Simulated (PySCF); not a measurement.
SMILES C=CB(C=C)N(C)C (C6H12BN), GFN2-xTB optimised geometry. Atoms within 1.6 Å of the plane z = 0.0 Å (x, y, z in Å): B1 (-0.18, -0.05, 0.00), C2 (-0.99, -1.39, 0.00), C3 (-2.18, -1.55, -0.56), H4 (-0.58, -2.25, 0.52), H5 (-2.73, -2.49, -0.53), H6 (-2.67, -0.75, -1.10), C7 (-0.98, 1.31, 0.00), C8 (-2.07, 1.55, 0.70), H9 (-0.62, 2.11, -0.64), H10 (-2.60, 2.49, 0.67), H11 (-2.49, 0.80, 1.37), N12 (1.21, -0.05, 0.00), C13 (2.02, 1.14, 0.14), C14 (2.04, -1.23, -0.13), H15 (2.71, 1.03, 0.99), H16 (2.62, 1.31, -0.76), H17 (1.40, 2.01, 0.32), H18 (2.73, -1.11, -0.98), H19 (2.63, -1.39, 0.77), H20 (1.42, -2.10, -0.32).

Computed with PySCF 2.14.0 with CAM-B3LYP/def2-SVP. Cells within 0.4 Å of a nucleus heavier than hydrogen are left out (blank, or x).

Map of the electron localisation function on the plane z = 0.0 Å:

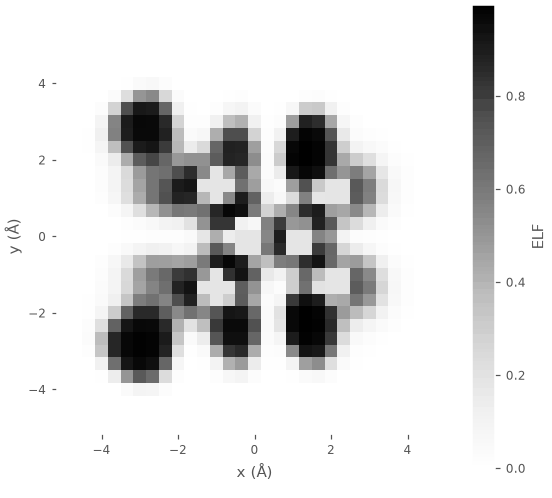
Electron localisation function on the plane z = 0.0 Å.
